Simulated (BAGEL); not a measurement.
# CH3BClFO (SMILES OC(F)BCl), step by step

We compute the energy (HF/cc-pVDZ), then a single-point energy (NEVPT2(2,2)/cc-pVDZ) of CH3BClFO. 

The calculation is run with BAGEL 1.2.2.

### Step 1. The system as given

The species is CH3BClFO (8 atoms), meant as a singlet with charge 0. SMILES: `OC(F)BCl`. The B4–Cl5 distance was set to 2.772 Å, away from the relaxed value. At this shape a bond of the SMILES string is far longer than usual.

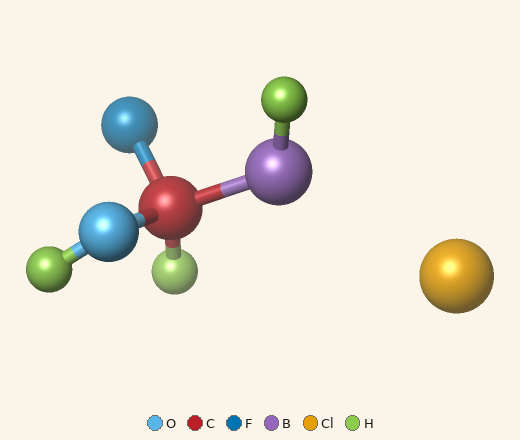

Viewed from a chosen angle; oxygen blue, carbon red, fluorine blue, boron purple, chlorine amber, hydrogen green.

### Step 2. A single-point energy at HF/cc-pVDZ (density fitting with svp-jkfit) (run 1)

Input file input.json:

```json
{ "bagel": [

{
  "title": "molecule",
  "basis": "cc-pvdz.json",
  "df_basis": "svp-jkfit",
  "geometry": [
    { "atom": "O", "xyz": [  0.29780572, -0.36237010,  4.27298068 ] },
    { "atom": "C", "xyz": [  1.25098358, -0.90680020,  1.91384659 ] },
    { "atom": "F", "xyz": [  2.86896708, -2.99343579,  2.03082064 ] },
    { "atom": "B", "xyz": [ -1.06600962, -1.69198140,  0.17151910 ] },
    { "atom": "Cl", "xyz": [ -2.08947018,  1.02253081, -4.18990076 ] },
    { "atom": "H", "xyz": [  1.55636332,  0.49840015,  5.26414204 ] },
    { "atom": "H", "xyz": [  2.41184234,  0.64031858,  1.16948347 ] },
    { "atom": "H", "xyz": [ -2.36992065, -3.43978910,  0.70971310 ] }
  ]
},
{ "title": "hf" },
{ "title": "print", "file": "orbitals.molden", "orbitals": "true" }

]}
```

The basis set cc-pVDZ is read from a file made from the Basis Set Exchange's data (not shown).

The run is started by

```console
$ BAGEL_NUM_THREADS=1 BAGEL input.json > input.out
```

The program printed:

```text
* using 1 threads per process

  ===============================================================
  ===============================================================

  *** Geometry ***

  { "atom" : "O", "xyz" : [      0.297806,     -0.362370,      4.272981 ] },
  { "atom" : "C", "xyz" : [      1.250984,     -0.906800,      1.913847 ] },
  { "atom" : "F", "xyz" : [      2.868967,     -2.993436,      2.030821 ] },
  { "atom" : "B", "xyz" : [     -1.066010,     -1.691981,      0.171519 ] },
  { "atom" : "Cl", "xyz" : [     -2.089470,      1.022531,     -4.189901 ] },
  { "atom" : "H", "xyz" : [      1.556363,      0.498400,      5.264142 ] },
  { "atom" : "H", "xyz" : [      2.411842,      0.640319,      1.169483 ] },
  { "atom" : "H", "xyz" : [     -2.369921,     -3.439789,      0.709713 ] },

  Number of auxiliary basis functions:      486

  Since a DF basis is specified, we compute 2- and 3-index integrals:
    o Being stored without compression. Storage requirement is 0.031 GB

  Number of basis functions:       89
  Number of electrons      :       48

    * METHOD: MOLECULE                             0.24

  *** RHF ***

  === Nuclear Repulsion ===
   178.1969894419

      * DIIS with orbital gradients will be used.

  === RHF iteration (cc-pvdz.json) ===
      0       -697.75676108          0.01489911           0.07
      1       -697.93044547          0.01037745           0.07
      2       -698.01182591          0.00142111           0.07
      3       -698.01457955          0.00040657           0.07
      4       -698.01476437          0.00013713           0.07
      5       -698.01480065          0.00005570           0.07
      6       -698.01480646          0.00002295           0.07
      7       -698.01480748          0.00000676           0.07
      8       -698.01480760          0.00000218           0.07
      9       -698.01480761          0.00000098           0.07
     10       -698.01480762          0.00000030           0.07
     11       -698.01480762          0.00000012           0.07
     12       -698.01480762          0.00000006           0.07
     13       -698.01480762          0.00000003           0.07
     14       -698.01480762          0.00000001           0.07
     15       -698.01480762          0.00000001           0.07
    * SCF iteration converged.

    * Permanent dipole moment:
           (   -0.744427,     0.344519,    -2.040815) a.u.

    * METHOD: HF                                   1.30

    * METHOD: PRINT                                0.02

  ===============================================================
```

It took 1.7 s on 1 thread of Arm Neoverse V1, shared host; peak memory 0.14 GiB.

### Step 3. A single-point energy at NEVPT2(2,2)/cc-pVDZ (density fitting with svp-jkfit) (run 2)

Input file job.json:

```json
{ "bagel": [

{
  "title": "molecule",
  "basis": "cc-pvdz.json",
  "df_basis": "svp-jkfit",
  "angstrom": false,
  "geometry": [
    { "atom": "O", "xyz": [     0.29780572,    -0.36237010,     4.27298068 ] },
    { "atom": "C", "xyz": [     1.25098358,    -0.90680020,     1.91384659 ] },
    { "atom": "F", "xyz": [     2.86896708,    -2.99343579,     2.03082064 ] },
    { "atom": "B", "xyz": [    -1.06600962,    -1.69198140,     0.17151910 ] },
    { "atom": "Cl", "xyz": [    -2.08947018,     1.02253081,    -4.18990076 ] },
    { "atom": "H", "xyz": [     1.55636332,     0.49840015,     5.26414204 ] },
    { "atom": "H", "xyz": [     2.41184234,     0.64031858,     1.16948347 ] },
    { "atom": "H", "xyz": [    -2.36992065,    -3.43978910,     0.70971310 ] }
  ]
},

{ "title": "hf", "charge": 0 },

{
  "title": "nevpt2",
  "nstate": 1,
  "nact": 2,
  "nclosed": 23,
  "charge": 0,
  "active": [22, 25],
  "maxiter": 200,
  "natocc": true,
  "ncore": 9
},

{ "title": "print", "file": "orbitals.molden", "orbitals": true }

]}
```

The basis set cc-pVDZ is read from a file made from the Basis Set Exchange's data (not shown).

The run is started by

```console
$ BAGEL_NUM_THREADS=1 BAGEL job.json > job.out
```

The program printed:

```text
* using 1 threads per process

  ===============================================================
  ===============================================================

  *** Geometry ***

  { "atom" : "O", "xyz" : [      0.297806,     -0.362370,      4.272981 ] },
  { "atom" : "C", "xyz" : [      1.250984,     -0.906800,      1.913847 ] },
  { "atom" : "F", "xyz" : [      2.868967,     -2.993436,      2.030821 ] },
  { "atom" : "B", "xyz" : [     -1.066010,     -1.691981,      0.171519 ] },
  { "atom" : "Cl", "xyz" : [     -2.089470,      1.022531,     -4.189901 ] },
  { "atom" : "H", "xyz" : [      1.556363,      0.498400,      5.264142 ] },
  { "atom" : "H", "xyz" : [      2.411842,      0.640319,      1.169483 ] },
  { "atom" : "H", "xyz" : [     -2.369921,     -3.439789,      0.709713 ] },

  Number of auxiliary basis functions:      486

  Since a DF basis is specified, we compute 2- and 3-index integrals:
    o Being stored without compression. Storage requirement is 0.031 GB

  Number of basis functions:       89
  Number of electrons      :       48

    * METHOD: MOLECULE                             0.25

  *** RHF ***

  === Nuclear Repulsion ===
   178.1969894419

      * DIIS with orbital gradients will be used.

  === RHF iteration (cc-pvdz.json) ===
      0       -697.75676108          0.01489911           0.07
      1       -697.93044547          0.01037745           0.07
      2       -698.01182591          0.00142111           0.07
      3       -698.01457955          0.00040657           0.07
      4       -698.01476437          0.00013713           0.07
      5       -698.01480065          0.00005570           0.07
      6       -698.01480646          0.00002295           0.07
      7       -698.01480748          0.00000676           0.07
      8       -698.01480760          0.00000218           0.07
      9       -698.01480761          0.00000098           0.07
     10       -698.01480762          0.00000030           0.07
     11       -698.01480762          0.00000012           0.07
     12       -698.01480762          0.00000006           0.07
     13       -698.01480762          0.00000003           0.07
     14       -698.01480762          0.00000001           0.07
     15       -698.01480762          0.00000001           0.07
    * SCF iteration converged.

    * Permanent dipole moment:
           (   -0.744427,     0.344519,    -2.040815) a.u.

    * METHOD: HF                                   1.30

    * freezing 9 orbitals
  ---------------------------
      CASSCF calculation
  ---------------------------

    ==== Active orbitals : =====
         Orbital 22
         Orbital 25
    ============================

    * nstate   :      1
    * nclosed  :     23
    * nact     :      2
    * nvirt    :     64
  === CASSCF iteration (cc-pvdz.json) ===

    * Using the second-order algorithm

      0  0      -698.03104409     3.22e-03      0.02

      1  0      -698.04310549     1.01e-03      0.41

      2  0      -698.04438028     6.61e-04      0.44

      3  0      -698.04454647     2.93e-04      0.45

      4  0      -698.04457388     1.20e-04      0.43

      5  0      -698.04457836     4.81e-05      0.45

      6  0      -698.04457908     1.93e-05      0.44

      7  0      -698.04457919     7.69e-06      0.45

      8  0      -698.04457921     3.07e-06      0.44

      9  0      -698.04457921     1.22e-06      0.45

     10  0      -698.04457921     4.88e-07      0.43

     11  0      -698.04457921     1.95e-07      0.43

     12  0      -698.04457921     7.77e-08      0.37

     13  0      -698.04457921     3.10e-08      0.36

     14  0      -698.04457921     1.24e-08      0.32

     15  0      -698.04457921     4.92e-09      0.28

    * Second-order optimization converged. *

     guess   0:   closed 1.                   open ..

  === FCI iteration ===

      0  0      -698.00744477     7.04e-02      0.00
      1  0      -698.03911815     2.00e-02      0.00
      2  0 *    -698.04457921     3.59e-16      0.00

     * ci vector, state   0, <S^2> = 0.0000
       2.     0.9646930422
       .2    -0.2633767915

  === DF-NEVPT2 calculation ===

    * 3-index integral transformation done
    * assembly done

      NEVPT2 correlation energy:   -0.6909769450      0.24

          (+0)     -0.6099313531
          (+0)'    -0.0216043211
          (+1)     -0.0153684886
          (+1)'    -0.0000000000
          (+2)     -0.0006888218
          (-1)     -0.0400392059
          (-1)'     0.0000000000
          (-2)     -0.0033447545

      NEVPT2 total energy:       -698.7355561571

    * METHOD: NEVPT2                               6.71

    * METHOD: PRINT                                0.02

  ===============================================================
```

Run time: 8.4 s. Hardware: 1 thread of Arm Neoverse V1, shared host; peak memory 0.14 GiB.

### Step 4. Outcome

```
                                quantity          value
         run 1, HF/cc-pVDZ: total energy  -698.01481 Eh
        run 1, HF/cc-pVDZ: dipole moment         5.59 D
          run 1, HF/cc-pVDZ: HOMO energy      -10.86 eV
          run 1, HF/cc-pVDZ: LUMO energy        0.08 eV
        run 1, HF/cc-pVDZ: HOMO–LUMO gap       10.94 eV
run 2, NEVPT2(2,2)/cc-pVDZ: total energy  -698.73556 Eh
```
